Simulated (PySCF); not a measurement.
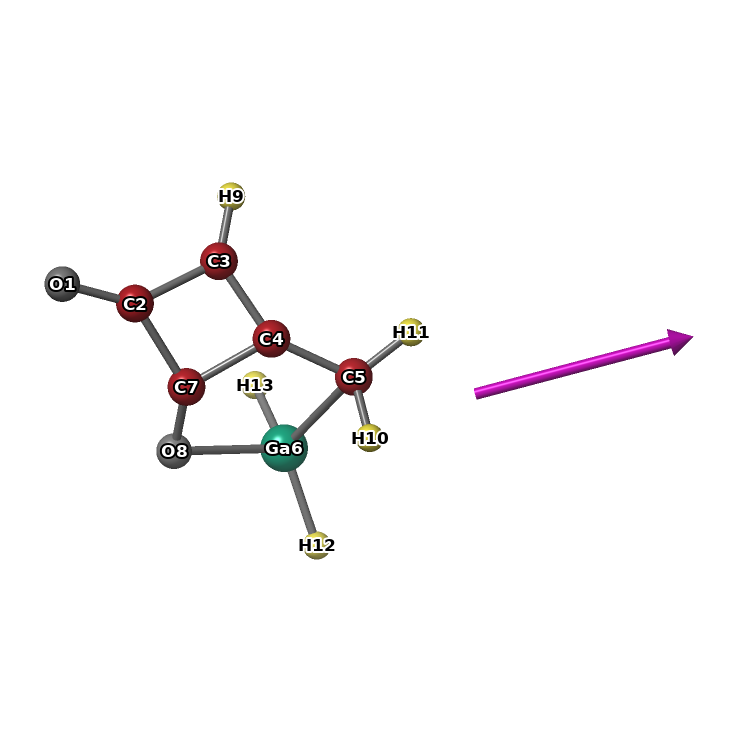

The arrow beside the molecule shows the direction of the dipole moment, from the negative to the positive end (its length means nothing). The computed structure is the end point of a GFN2-xTB optimisation. No frequency run is at hand to confirm it as a minimum. Level of theory: CAM-B3LYP/def2-SVPD, gas phase (PySCF 2.14.0).

Q: Estimate the dipole moment.

A: 3.97 D; it points from the side of O1 to the side of H11 (the outermost atoms at the two ends).

The geometry is semi-empirical. Around Ga such bond lengths and angles can be off by a tenth of an ångström or more and by several degrees, and values that hang on the shape move with them.
